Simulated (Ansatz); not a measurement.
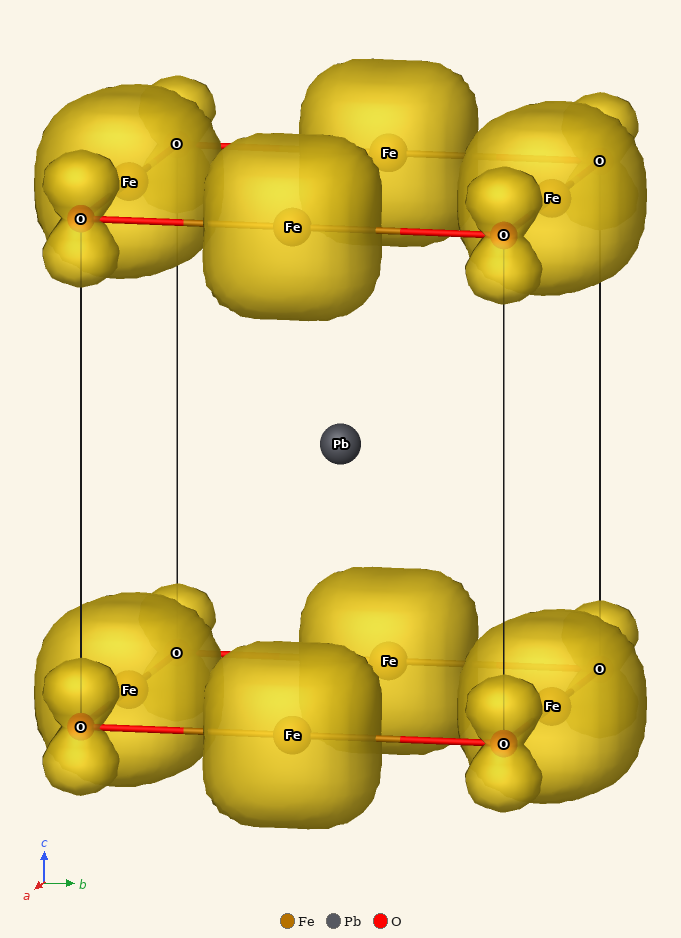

*Fe$_{2}$PbO. Isosurface of the spin density (up minus down) at +0.15 e/Å³ (yellow), seen slightly off an axis. Sticks mark near contacts.*

Space group P4/mmm; a generated structure, not necessarily the stable one; changed on purpose from its base cell (volume × 0.97, shape and atoms relaxed); computed pressure about 3 GPa in this cell; spin-polarised.

The calculation used DFT PBE, scalar-relativistic, plane waves, PAW (Ansatz 0.2.0).

Core electrons are frozen (PAW), and the valence fields are smoothed inside the atomic spheres.

Q: Which atoms carry the moments, and with what signs?

A: The spin density sits on Fe: +2.1 μB (×2) in one cell of 4 atoms, with smaller moments on other sites: Pb (up to −0.05 μB) and O (up to +0.14 μB): parallel main moments (a ferromagnetic arrangement) in this solution. The cell of the calculation (4 atoms) carries 4.7 μB of net spin moment.
